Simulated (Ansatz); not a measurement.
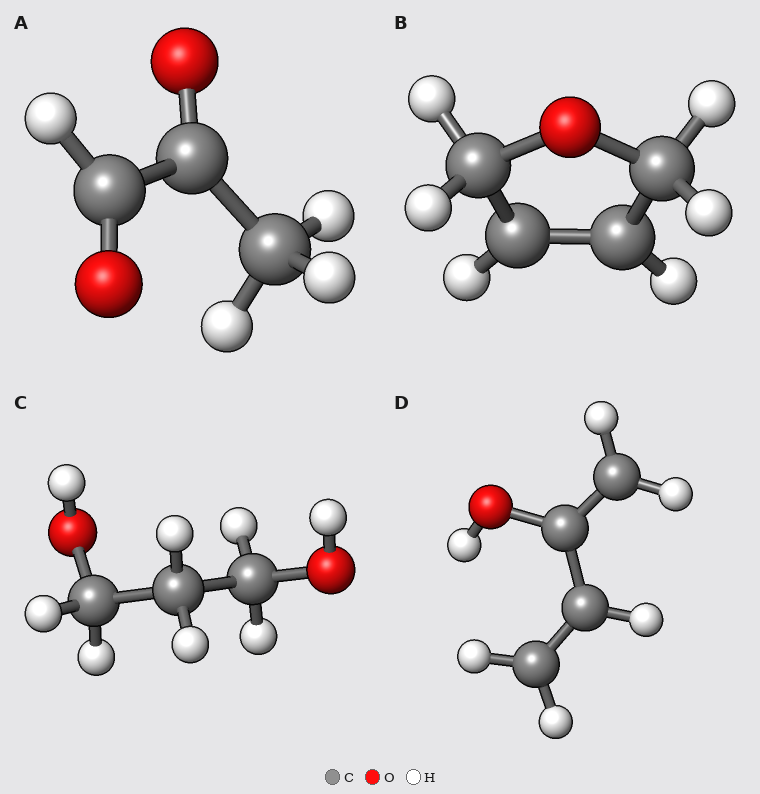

(Drawn from a calculation with Ansatz.)

Q: Match each picture to its SMILES.
(1) CC(=O)C=O
(2) C=CC(=C)O
(3) OCCCO
(4) C1=CCOC1

A: A is (1), B is (4), C is (3), D is (2).
